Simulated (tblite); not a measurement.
# C6H10ClFSi: the cost of one run

Computed with tblite 0.8.0 and PySCF 2.14.0, with density-fitted response routines of our own, on a single molecule in the gas phase. Atoms count from 0, in the outputs and in this text.

## (1) The molecule as given

19 atoms, charge 0, multiplicity 1; geometry from: force field or distance geometry start.

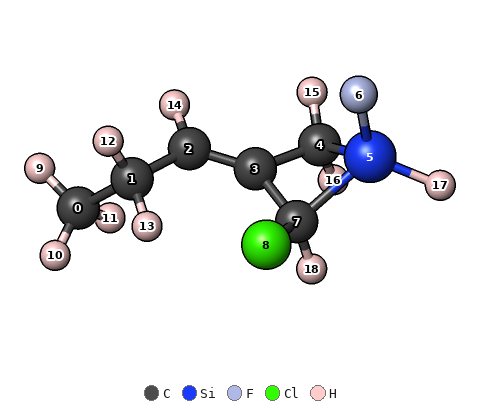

As it starts; carbon dark grey, silicon blue, fluorine light blue, chlorine green, hydrogen pink, atoms numbered.

## (2) Relaxing the molecule with GFN2-xTB

The job: settings as JSON, then the geometry in Å.

```
{"job": {"kind": "relax", "xc": "GFN2-xTB", "basis": "xTB"}, "charge": 0, "multiplicity": 1}
C      2.894400     0.320500    -0.557000
C      1.553100    -0.017200    -1.261800
C      0.505100     0.745900    -0.548600
C     -0.541700     0.196900     0.049900
C     -1.685100     0.799100     0.807500
Si    -2.808300    -0.470100     0.081100
F     -3.245300    -0.215700    -1.526200
C     -1.065600    -1.149300     0.315300
Cl    -0.704500    -2.382200    -0.912300
H      3.366600     1.184200    -1.027200
H      3.529500    -0.564800    -0.555400
H      2.582100     0.631100     0.468100
H      1.594400     0.205300    -2.330900
H      1.486200    -1.118800    -1.119300
H      0.619600     1.855900    -0.567300
H     -1.816500     1.848000     0.535700
H     -1.527600     0.747500     1.914400
H     -3.836100    -1.045700     0.940100
H     -0.910400    -1.561300     1.332100
```

The run is started by

```bash
$ OMP_NUM_THREADS=1 python probes_run.py task.json out
```

The driver reads the jobs from task.json and runs them one after another.

**Question.** How long does this first job take on 1 thread of Arm Neoverse N1, shared host, and how much memory does it need?

About 2.7 s, with a peak of 0.18 GiB.
